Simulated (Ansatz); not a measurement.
# CCSD(T)/def2-SVPD run of C2H4BCl (SMILES C=CBCl)

Aim: the vertical electron affinity of C2H4BCl at CCSD(T)/def2-SVPD, from 2 runs. 

The results are computed with Ansatz 0.2.0.

39 further runs of the same task are left out: 39 set aside as unsound or not needed.

## 1. The structure to begin with

C2H4BCl has 8 atoms, charge 0, and is taken as a singlet. As SMILES, `C=CBCl`. Geometry: relaxed at PBE0-D4/def2-TZVP. This is one conformer, not always the lowest.

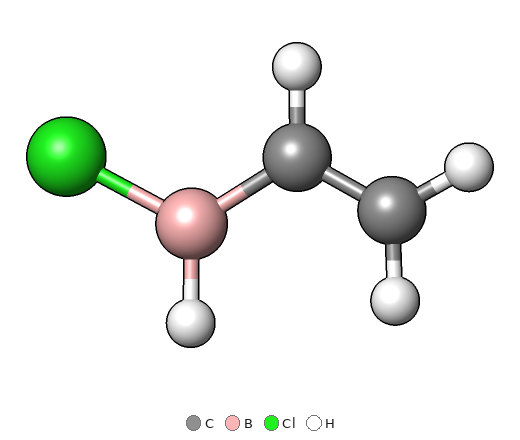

The structure, seen from a chosen angle (carbon grey, boron pink, chlorine green, hydrogen white).

## 2. The energy at CCSD(T)/def2-SVPD

Contents of molecule.yaml:

```yaml
basis:
  gaussian:
    orbitals: def2-SVPD
crystal:
  periodic: [false, false, false]
  atoms:
    - symbol: C
      position_ang: [0.357400, 1.219900, -0.260000]
    - symbol: C
      position_ang: [0.353800, 0.057700, 0.401100]
    - symbol: B
      position_ang: [-0.528600, -1.094400, -0.086400]
    - symbol: Cl
      position_ang: [-0.555100, -2.627600, 0.756600]
    - symbol: H
      position_ang: [-0.259700, 1.360400, -1.142800]
    - symbol: H
      position_ang: [0.965100, 2.067000, 0.044900]
    - symbol: H
      position_ang: [0.984000, -0.048700, 1.281300]
    - symbol: H
      position_ang: [-1.225000, -0.991500, -1.050400]
total_charge: 0
correlation:
  method: ccsd_t
  frozen_orbitals: {B: 1, C: 1, Cl: 5, H: 0}
accuracy: high
scf:
  omitted_lower_state_checks: [cluster_reference, increment]
```

On the command line:

```console
$ ansatz run molecule.yaml --threads 1 --pin off --max-ram 3480MiB --events-out events.jsonl --progress --plain --runs-dir runs
```

The log of the run, cut to the lines that bear on the results:

```text
Warning: RAYON_NUM_THREADS=1 ignored (pool sized by the plan → 1); use --threads N
Functional definition: HF
  name "HF"
[...]
2385 factors; integrals over basis functions are off by at most 3.7e-9 eV
[...]
mean field -15294.41212077 eV, -562.0592785133 hartree, gradient 7.6e-9 eV, S^2 0.000000; 0 other end points of the search recorded, 0 dependent functions left out
8 core orbitals not correlated: weight in the atoms' cores, before any rotation towards them, 1.000 or more for the frozen orbitals, at most 0.000 for the correlated occupied ones
reference -15294.41212077 eV, -562.0592785133 hartree; 11, 11 occupied and 100, 100 virtual orbitals, 2385 factors
second order -13.72559900 eV of doubles, -0.00000000 eV of singles
cycle   1  -14.46857686 eV  change   -7.4e-1 eV  update   8.4e-2
[...]
cycle  22  -14.91532567 eV  change   -1.2e-9 eV  update  9.1e-10
perturbative correction -0.54552945 eV, -0.0200478376 hartree
Total energy: -15309.87297589 eV, -562.6274544592 hartree
Checks for a lower state left out: cluster_reference, increment
```

It took 58 s on 1 thread of Arm Neoverse V1, shared host; peak memory 1.1 GiB.

## 3. The doublet anion at the same level

Contents of run.yaml:

```yaml
crystal:
  periodic: [false, false, false]
  atoms:
    - symbol: C
      position_ang: [0.357400, 1.219900, -0.260000]
    - symbol: C
      position_ang: [0.353800, 0.057700, 0.401100]
    - symbol: B
      position_ang: [-0.528600, -1.094400, -0.086400]
    - symbol: Cl
      position_ang: [-0.555100, -2.627600, 0.756600]
    - symbol: H
      position_ang: [-0.259700, 1.360400, -1.142800]
    - symbol: H
      position_ang: [0.965100, 2.067000, 0.044900]
    - symbol: H
      position_ang: [0.984000, -0.048700, 1.281300]
    - symbol: H
      position_ang: [-1.225000, -0.991500, -1.050400]
basis:
  gaussian: {orbitals: def2-SVPD}
total_charge: -1
magnetization: {spin_polarized: true, initial_magnetization: 1}
correlation: {method: ccsd_t, frozen_orbitals: {B: 1, C: 1, Cl: 5, H: 0}}
accuracy: high
scf: {omitted_lower_state_checks: [cluster_reference, increment]}
```

On the command line:

```console
$ ansatz run run.yaml --threads 1 --pin off --max-ram 3480MiB --events-out events.jsonl --progress --plain --runs-dir runs
```

The log of the run, cut to the lines that bear on the results:

```text
Warning: RAYON_NUM_THREADS=1 ignored (pool sized by the plan → 1); use --threads N
Functional definition: HF
  name "HF"
[...]
2385 factors; integrals over basis functions are off by at most 3.7e-9 eV
[...]
mean field -15293.80562380 eV, -562.0369901610 hartree, gradient 1.2e-8 eV, S^2 0.855615; 1 other end points of the search recorded, 0 dependent functions left out
8 core orbitals not correlated: weight in the atoms' cores, before any rotation towards them, 1.000 or more for the frozen orbitals, at most 0.000 for the correlated occupied ones
reference -15293.80562380 eV, -562.0369901610 hartree; 12, 11 occupied and 99, 100 virtual orbitals, 2385 factors
second order -14.08813562 eV of doubles, -0.00000000 eV of singles
cycle   1  -14.87257528 eV  change   -7.8e-1 eV  update   9.1e-2
[...]
cycle  26  -15.38487790 eV  change   5.7e-10 eV  update   2.8e-9
perturbative correction -0.56239710 eV, -0.0206677121 hartree
Total energy: -15309.75289880 eV, -562.6230417076 hartree
Checks for a lower state left out: cluster_reference, increment
```

It took 4 min on 1 thread of Arm Neoverse V1, shared host; peak memory 2.5 GiB.

## 4. Summary of results

At CCSD(T)/def2-SVPD, 8 core orbitals frozen:

| quantity | value |
| --- | --- |
| singlet C2H4BCl: total energy | -562.62745 Eh |
| singlet C2H4BCl: correlation energy (8 core orbitals frozen) | -568.2 mEh |
| singlet C2H4BCl: (T) correction | -20.05 mEh |
| singlet C2H4BCl: T1 diagnostic | 0.012 |
| doublet anion: total energy | -562.62304 Eh |
| doublet anion: correlation energy (8 core orbitals frozen) | -586.1 mEh |
| doublet anion: (T) correction | -20.67 mEh |
| doublet anion: ⟨S²⟩ of the reference determinant | 0.856 |
| doublet anion: T1 diagnostic | 0.021 |
| vertical electron affinity (to the doublet anion) | -0.120 eV |

The anion lies 0.12 eV (11.6 kJ/mol) above the neutral: the electron isn't bound at this level, and such a value depends on the basis. The triples (singlet C2H4BCl) make up 3.5 % of the correlation energy. ⟨S²⟩ (doublet anion) is 0.86 where a pure doublet has 0.75: the reference is spin-contaminated. The triples (doublet anion) make up 3.5 % of the correlation energy.
